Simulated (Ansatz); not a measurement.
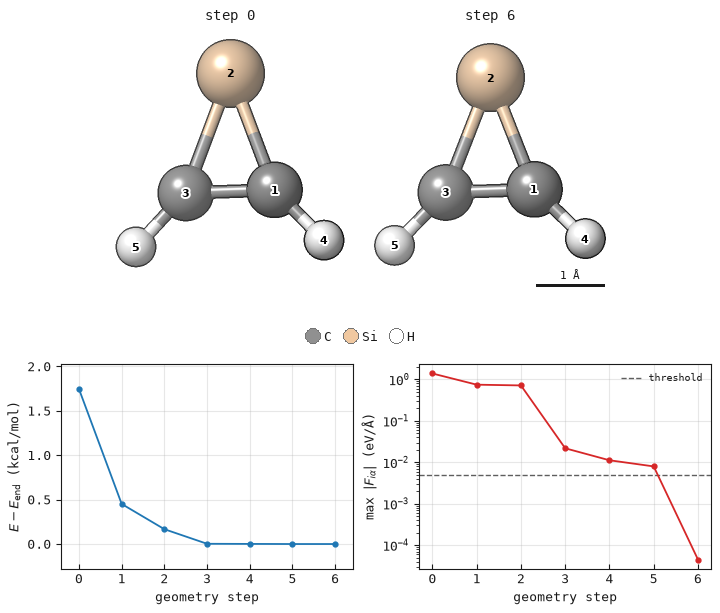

First and last geometry of a relaxation of C2H2Si, with the history of the run. Style: ball-and-stick. Shown at a tilt.

All numbers below come from Ansatz 0.2.0, RKS PBE0-D4/def2-TZVP. (force threshold 0.005 eV/Å; at most 200 steps)

Question: Read the history and describe the run.

Answer: It converged. Si2 moves most after the best rigid fit: 0.062 Å. By element the largest moves are Si 0.062 Å, H 0.032 Å, C 0.008 Å. Some distances before and after: C1–Si2 1.884 → 1.819 Å, C1–H4 1.080 → 1.084 Å. The energy falls by 1.75 kcal/mol in 6 geometry steps. Largest force component: 1.4 eV/Å at the start, under 0.0001 eV/Å at the end.

```csv
step,"E − E(0), kcal/mol","largest force component, eV/Å"
0,0.00,1.3929
1,-1.29,0.7481
2,-1.58,0.7174
3,-1.74,0.0218
4,-1.75,0.0112
5,-1.75,0.0080
6,-1.75,0.0000
```
